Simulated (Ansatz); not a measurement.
## GaN (wurtzite): energy against volume

GaN (wurtzite)

```cif
data_Ga2N2
_chemical_formula_sum 'Ga2 N2'
_space_group_name_H-M_alt 'P63mc'
_space_group_IT_number 186
_space_group_name_Hall 'P 6c -2c'
_cell_length_a 3.21861
_cell_length_b 3.21861
_cell_length_c 5.24355
_cell_angle_alpha 90.000
_cell_angle_beta 90.000
_cell_angle_gamma 120.000
loop_
_atom_site_label
_atom_site_type_symbol
_atom_site_symmetry_multiplicity
_atom_site_Wyckoff_symbol
_atom_site_fract_x
_atom_site_fract_y
_atom_site_fract_z
_atom_site_occupancy
Ga1 Ga 2 b 0.66667 0.33333 0.00096 1
N1 N 2 b 0.33333 0.66667 0.12424 1
```

The volume is varied about the relaxed value V₀ at fixed cell shape. The atoms relax within the cell's symmetry.

Level of theory: PBE (plane waves to 420 eV, PAW, scalar-relativistic; Ansatz, an electronic-structure program). k mesh 12×12×6 (Γ-centred), Fermi-Dirac smearing 0.05 eV. Energies are smeared free energies. Stress and pressure are positive under compression. With the shape held, the modulus is that of even scaling; a crystal free to change shape is softer. GaN was relaxed with its symmetry unable to fall. The PAW data are Ansatz's earlier set. ΔE is measured from the relaxed starting cell.

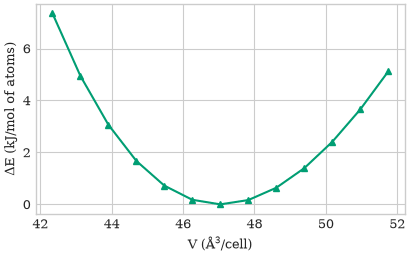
Figure: ΔE (kJ/mol of atoms) against V (Å³/cell); one marker a computed point.

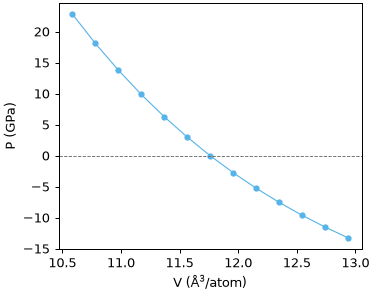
*P (GPa) against V (Å³/atom); markers are the computed points, lines only join them.*

The energy cost of the largest expansion is 53.0 meV/atom. The pressure at the smallest volume comes out as 22.8 GPa and the pressure for 5 % compression (fit) is 9.9 GPa. The pressure derivative B₀′ (fit) comes out as 4.4 and the energy cost of the largest compression is 76.3 meV/atom.

P = (3B₀/2)(x⁷ − x⁵)[1 + ¾(B₀′ − 4)(x² − 1)] with x = (1/0.95)^(1/3), B₀ = 172 GPa and B₀′ = 4.42.

(A scan under strain: stresses follow from slopes of the energy per volume, elastic moduli from its curvatures.)
